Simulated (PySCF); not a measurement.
## EPR calculation of C4H6BF (charge +1)

System: C4H6BF, charge +1, multiplicity 2.
Method: UKS B3LYP, pcH-1 on B C F H, non-relativistic, mean-field spin-orbit, GIAO (PySCF 2.14.0).

It belongs to a series of runs on one base structure; here: electron removed.

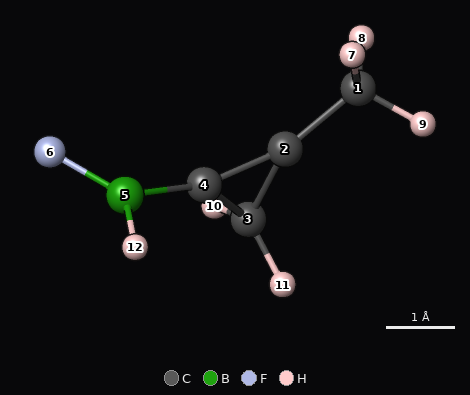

The input geometry (ball-and-stick view, seen at a tilt; atoms are numbered from 1 in the order of the input).

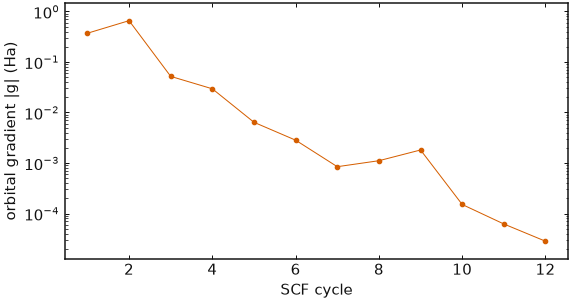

Convergence of the self-consistent field: orbital gradient |g| against the SCF cycle. All cycles printed in the log are drawn one after another.

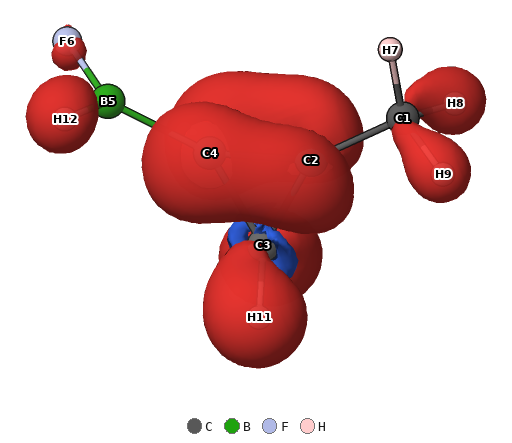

Isosurfaces of the spin density at +0.02 (red) and −0.02 e/Å³ (blue), seen at a tilt. The unpaired spin (1 electron) lies mostly on C4 (about 0.3), C2 (about 0.3), C3 (about 0.1), H11 (about 0.1) and H10 (about 0.1), in electrons by Hirshfeld's partition.

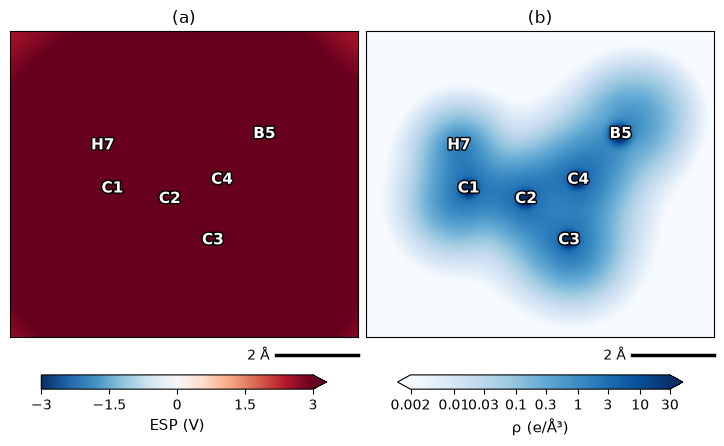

(a) molecular electrostatic potential; (b) total electron density on the plane of atoms C3, C2 and C4. Atoms in the plane: C, B and H. C–C (1.36 Å): ρ at the midpoint is about 2.1 e/Å³. C–B (1.52 Å): ρ at the midpoint is about 1.5 e/Å³. C–H (1.09 Å): ρ is about 2 e/Å³ halfway. C–C (1.43 Å): ρ is about 1.9 e/Å³ halfway. C–C (1.50 Å): ρ at the midpoint is about 1.6 e/Å³. The potential has no marked negative region in this plane.

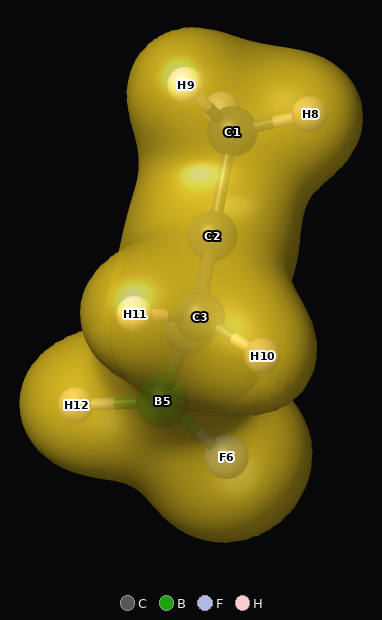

Isosurface of the electron density at 0.1 e/Å³ (yellow), seen at an oblique angle. At this value the surface is in one piece. On the grid the lowest density along these lines, outside the cores, is 1.7 e/Å³ (B–F, 1.29 Å), 2.1 e/Å³ (C–C, 1.36 Å), 1.3 e/Å³ (C–B, 1.52 Å) and 1.9 e/Å³ (C–H, 1.09 Å).

These pictures come from the run below.

### Input file
```
{"job": {"kind": "epr", "basis": "pcH-1"}, "charge": 1, "multiplicity": 2}
C      1.891829    -0.080059     0.108888
C      0.483330    -0.272284    -0.032162
C     -0.604113    -1.227883    -0.223142
C     -0.775753     0.248960    -0.053377
B     -1.771111     1.394424     0.090661
F     -2.229382     2.089577    -0.891872
H      2.149544     0.941175     0.382605
H      2.391474    -0.357138    -0.828502
H      2.300292    -0.787558     0.840572
H     -0.881803    -1.653766    -1.188742
H     -0.822323    -1.935858     0.578285
H     -2.130785     1.639722     1.190760
```

The first line tells a small driver script what to run in PySCF; the rest is the geometry in Å.

Launch command:
```bash
OMP_NUM_THREADS=1 python <driver script> task.json out
```

### Log
```
UKS, coarse grid
  cycle   1  E = -280.34598464  |g| = 3.70e-01
  cycle   2  E = -280.25667540  |g| = 6.56e-01
  cycle   3  E = -280.39626219  |g| = 5.18e-02
  cycle   4  E = -280.39694645  |g| = 2.94e-02
  cycle   5  E = -280.39730093  |g| = 6.39e-03
  cycle   6  E = -280.39731986  |g| = 2.83e-03
  cycle   7  E = -280.39732376  |g| = 8.45e-04
UKS, final grid
  cycle   1  E = -280.39734130  |g| = 1.11e-03
  cycle   2  E = -280.39734033  |g| = 1.81e-03
  cycle   3  E = -280.39734197  |g| = 1.51e-04
  cycle   4  E = -280.39734198  |g| = 6.21e-05
  cycle   5  E = -280.39734199  |g| = 2.83e-05
E = -280.39734199 Eh   <S^2> = 0.7528 (exact 0.7500)
g shifts (ppm)      1          2          3
  rmc          -138       -138       -138
  gc              1         17          5
  oz_so          85        634       1324
  total         -52        513       1190
hyperfine (MHz)  atom isotope    a_iso     a_fc   dipolar eigenvalues
    0   13C     -12.06     -12.06     -3.67     -1.53      5.20
    1   13C      22.27      22.27    -31.98    -26.38     58.36
    2   13C     -47.94     -47.94    -10.92     -3.54     14.45
    3   13C      33.62      33.62    -40.94    -37.71     78.66
    4   11B     -18.41     -18.41     -3.56     -1.40      4.97
    5   19F      33.28      33.28    -19.38    -13.15     32.53
    6    1H      -1.39      -1.39     -2.87     -1.84      4.71
    7    1H      83.67      83.67     -4.26     -1.57      5.83
    8    1H      75.37      75.37     -4.20     -2.55      6.76
    9    1H     260.05     260.05     -8.18     -6.01     14.19
   10    1H     273.19     273.19     -7.85     -6.50     14.35
   11    1H      98.84      98.84     -3.84     -0.61      4.45
```

### Key numbers

| quantity | value |
| --- | --- |
| outcome | converged |
| total energy | −280.397342 hartree |
| ⟨S²⟩ | 0.753 |
| isotropic g | 2.0029 |
| hardware | 1 CPU thread, shared host |
| wall time | 32 s |
| peak memory | 0.73 GiB |
